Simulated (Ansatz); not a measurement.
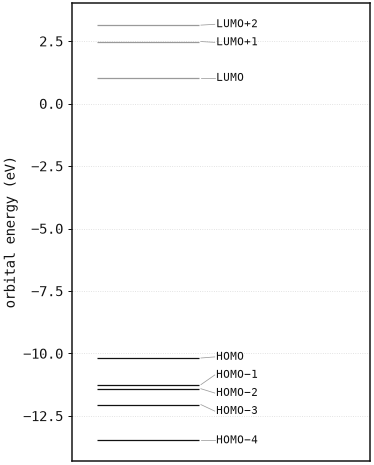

Kohn-Sham orbital energies near the frontier, LC-wPBE/def2-TZVPP, the Ansatz code 0.2.0, at a PBE0-D4/def2-TZVP geometry (a minimum by its frequencies), isolated molecule; empty levels in grey, levels within 0.03 eV side by side.

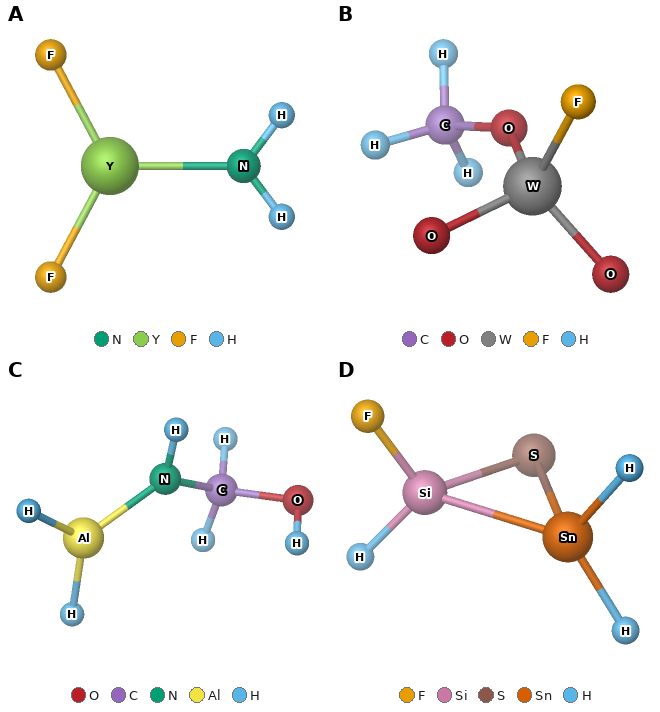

**Which molecule has this level scheme? Choose among the lettered structures.**

Structure C, CH₆AlNO, SMILES OC[NH][AlH2], singlet. HOMO −10.18 eV, LUMO 1.02 eV, separation 11.21 eV.

Caveats: one conformer of a flexible molecule; empty levels above zero depend strongly on the basis.
